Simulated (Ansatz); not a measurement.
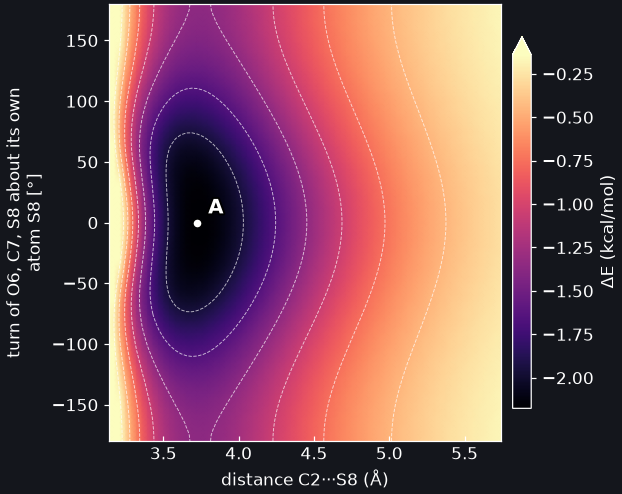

The pair CH₂F₂···COS. The turn is about an axis along (−0.21, 0.94, 0.27) in the frame of the relaxed pair, normal to the line between the partners. Coordinates scanned: (1) distance C2···S8; (2) turn of O6, C7, S8 about its own atom S8. The scan uses a 13 × 12 grid. Points are written as (first, second). All energies are given in kcal/mol relative to the two partners far apart, frozen as in the relaxed pair, each in its own basis (no counterpoise correction). Method: Ansatz 0.2.0, RKS PBE-D4/def2-SVPD.

The picture shows a smooth colour map with a few white contour lines, one colour for all values above the top of the scale, the point A. Between grid points the surface is interpolated.

Question: Find the lowest pass out of the well at A.

Answer: The easiest path leads from the well at (3.700 Å, 0°) to its copy one period on. Its highest point lies about 0.82 kcal/mol above the bottom of the first well on the interpolated surface, at about (3.74 Å, −180°). This is the barrier on the constrained surface; relaxing the other coordinates would change it.

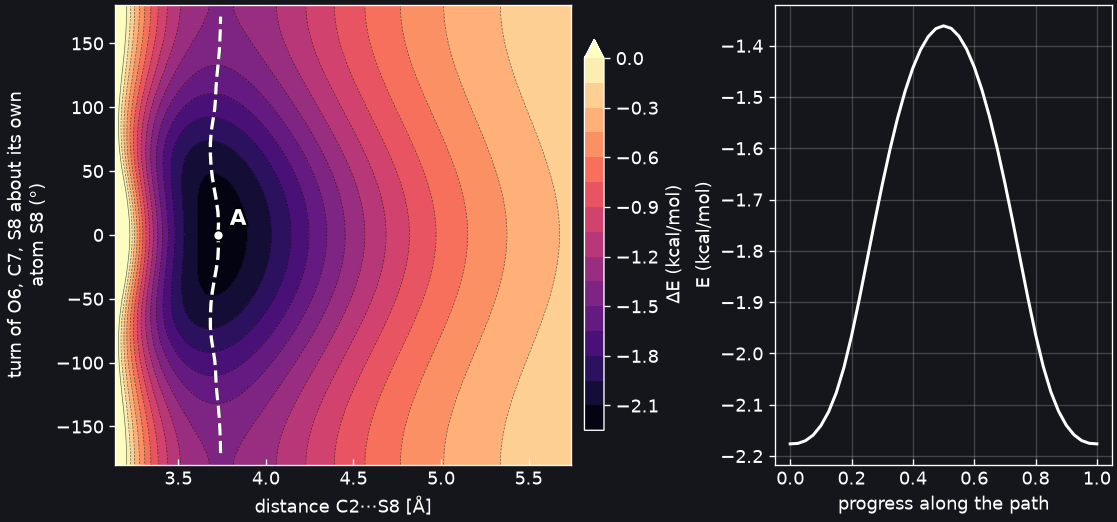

Drawn: filled contours, a line along the lowest path, one colour for all values above the top of the scale, the energy along the path at the right. Between grid points the surface is interpolated.
